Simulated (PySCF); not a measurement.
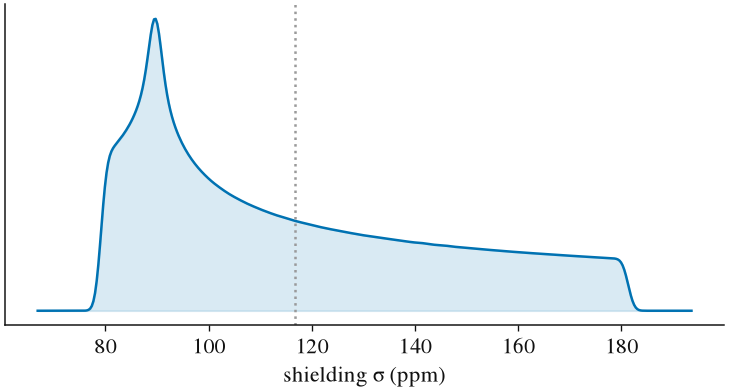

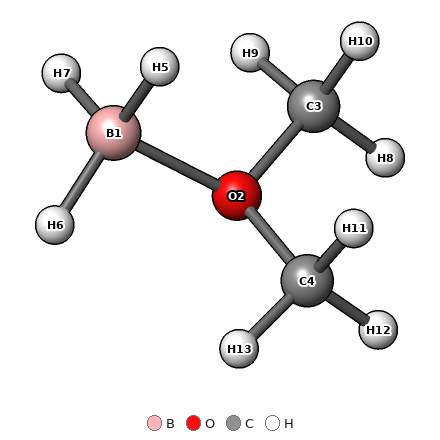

Static powder pattern (¹³C) from GIAO shielding tensors of C₂H₉BO, SMILES [BH3-][O+](C)C, BHandHLYP/pcSseg-2 with PySCF 2.14.0, at a PBE0-D3(BJ)/def2-SVP geometry (no frequency check); absolute shielding, one fixed geometry of the isolated molecule without any motion, no dipolar terms. The dotted line is the isotropic value; skew is 3(σiso − σ22)/span.

The pattern belongs to C4. Give the principal values, span and skew.

C4: σ11, σ22, σ33 = 79, 90, 181 ppm, isotropic 117, span 102 ppm, skew 0.79.
